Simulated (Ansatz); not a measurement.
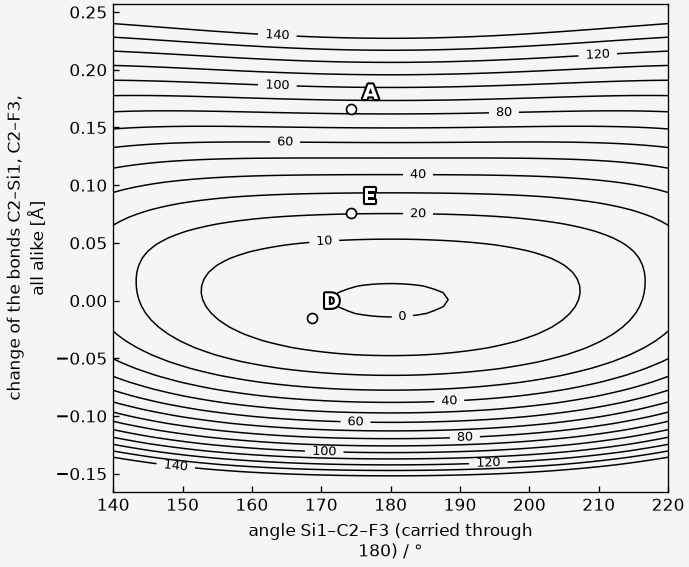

CFSi, SMILES FC#[Si+], charge +1. 
- Coordinates scanned: (1) angle Si1–C2–F3 (carried through 180); (2) change of the bonds C2–Si1, C2–F3, all alike.
- Nothing is relaxed (all other coordinates rigid).
- The scan uses a 15 × 15 grid; 120 points were computed and 105 follow by symmetry.
- Points are written as (first, second).
- Energies: kJ/mol, counted from the lowest grid point.
- Level of theory: RKS CAM-B3LYP-D4/def2-TZVP (Ansatz).

Drawn: contour lines labelled in kJ/mol (none above 140), lettered points. Between grid points the surface is interpolated.

Q: Is A the lowest point of the computed grid?

A: No. A lies 83 kJ/mol above the lowest grid point, which is at (180.0°, 0.015 Å).

Q: What kind of point is each of A, E: minimum, saddle, maximum or slope?

A: A: on a slope; E: on a slope. (In these two coordinates alone; a stationary point may lie a little off the grid point.)

Q: Rank the lettered points by energy, lowest first.

A: D (2.0 kJ/mol), E (20 kJ/mol), A (83 kJ/mol).
